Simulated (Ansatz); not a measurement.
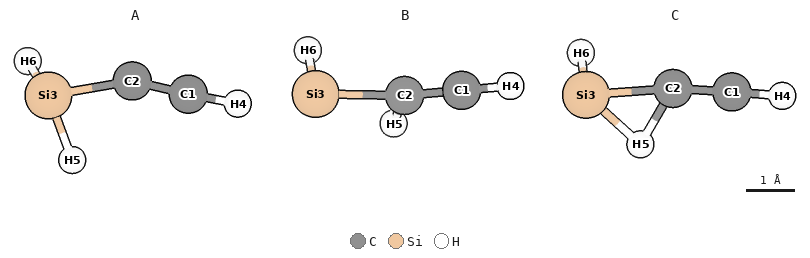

3 geometries from a converged minimum-energy path of C$_{2}$H$_{3}$Si (multiplicity 2), shuffled. A ball-and-stick model, seen at a tilt.

Method: UKS PBE0/6-31G* in Ansatz 0.2.0. Run with 7 movable images; climbing image; force threshold 0.05 eV/Å; iteration limit 60; starting path through a guess of the saddle point.

> Which frame is the top of the path?

C. In order along the path, whose images run from 0 to 8: A (image 4, +70.5 kJ/mol), C (image 6, +195.9 kJ/mol), B (image 8, +168.6 kJ/mol). A hydrogen atom shifts from one atom to another. Breaking: Si3–H5 (1.49 → 1.64 at the top → 2.10 Å). Forming: C2–H5 (2.73 → 1.47 at the top → 1.14 Å).
